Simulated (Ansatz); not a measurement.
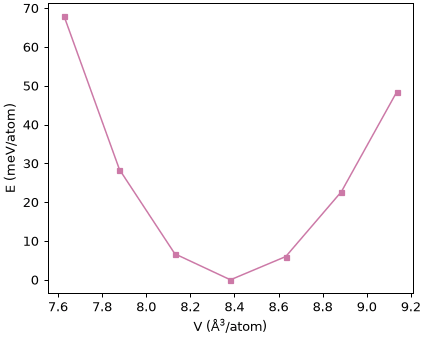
Figure: Co₂SiB₂ in space group Cmmm (No. 65; Si on 2a, Co on 4j, B on 4i) under volume change, r²SCAN (plane waves, PAW; program Ansatz), shape and atoms relaxed at each volume.

Q: What does a third-order Birch–Murnaghan fit give for V₀, B₀ and B′?

A: V₀ = 8.38 Å³/atom, B₀ = 268 GPa, B′ = 4.6.

The start of the workflow was typed in or built on a structure type; neither database checked (COD, Materials Project) lists it. Whether it is the stable phase at ambient conditions was not checked. Symmetry was held in the r²SCAN relaxation; its stability against distortions is not shown here. The workflow began spin-polarised and lost its moments.

Potentials: the earlier of the program's two PAW sets. The files were generated under PBE; for other functionals the program regenerates the frozen cores, and for LDA and PBEsol the local potential too.
